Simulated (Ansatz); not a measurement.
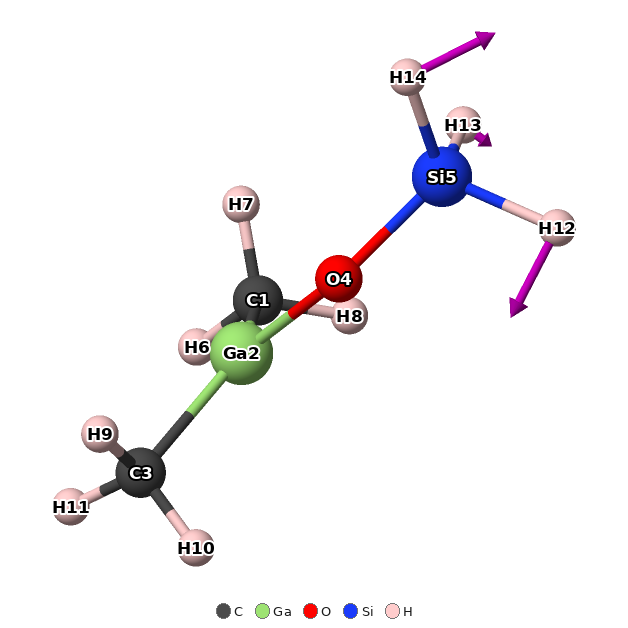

The arrows show one normal mode. Harmonic vibrations computed with RKS PBE0-D4/def2-TZVP (Ansatz 0.2.0) at a stationary point of the same level.

Question: Describe the motion.

Answer: Mostly H–Si–O bending.

Question: Estimate its harmonic wavenumber.

Answer: 729 cm⁻¹; it is mode 14 of 36 counted from the lowest.
